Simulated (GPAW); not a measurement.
MnO2 (P-3m1), O K edge of atom 2, with 3 Mn at 1.90 Å (pyramidal, site symmetry 3m). Method: GPAW, LDA + U (Mn 3.9 eV), full core hole (charged cell), 12-atom cell with 5.4 Å between holes, 4×4×4 k points, dipole transitions, Gaussian full width 0.9 eV up to 4 eV, rising linearly to 3.5 eV at 25 eV.

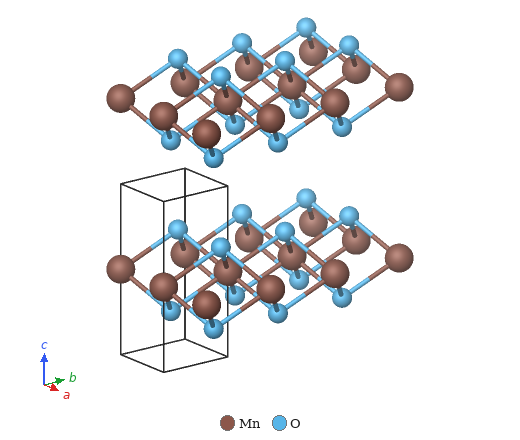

The structure (manganese brown, oxygen blue). 2×3×2 cells are drawn. Some periodic images of atoms are drawn too.

```xyz
3
Lattice="2.8566 0.0000 0.0000 -1.4283 2.4739 0.0000 0.0000 0.0000 4.6014" Properties=species:S:1:pos:R:3 pbc="T T T"
Mn    0.0000    0.0000    2.3007
O     0.0000    1.6492    3.2499
O     1.4283    0.8246    1.3515
```

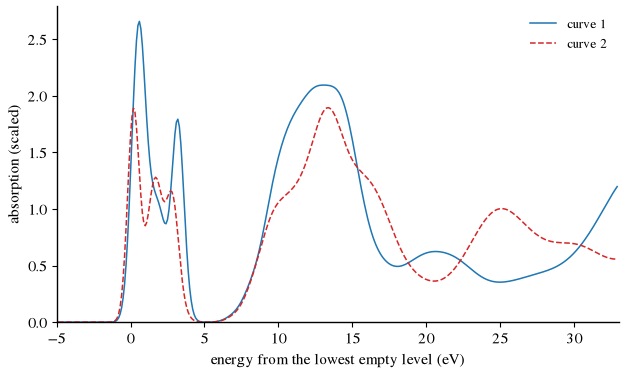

Energy from the lowest empty level; a common scale on which the isotropic spectrum has a mean of 1 over the first 20 eV.

Question: The curves are for the electric vector along different Cartesian axes of the cell as given, averaged over the symmetry-equivalent atoms. Which is which?

Curve 1: along x (⊥ c) (the other in-plane axis gives the same curve within 3 %), main maxima 0.6 eV (2.66), 3.2 eV (1.79) and 13.0 eV (2.09). Curve 2: along z (c), main maxima 0.2 eV (1.89), 1.7 eV (1.28) and 13.4 eV (1.89). A K edge sees empty p states; the first features are O p mixed into the empty d states of the Mn neighbours, and the broad ones above probably into the cations' higher empty bands. Each direction probes the empty orbitals that point along it. The hole lies in one spin channel, while the script sums the empty states of both and takes the lower zero; where the two channels are split, this blurs and shifts the curve. The spins start ferromagnetically in a simple order, which needn't be the measured one; gap and edge can depend on it.

[Banner, clock and machine lines of the logs are left out without a mark of their own.]

[Logs are printed without paths, hosts, clocks, repeated set-up lines and the standing remarks that a program may print on its own settings, such as how far it seeks lower states.]

[Hosts, paths, dates, database ids (printed as entryN), source tags and the programs' standing remarks are cut or masked in the printed files.]

[Lists of maxima count a maximum above −3 eV only where it reaches 4 % of the highest in the window and stands out from its surroundings by 2 % of it (1.5 % where it reaches 55 %); shoulders and weaker maxima are passed over, and of the rest the first, up to two pre-edge ones and the few strongest are named.]
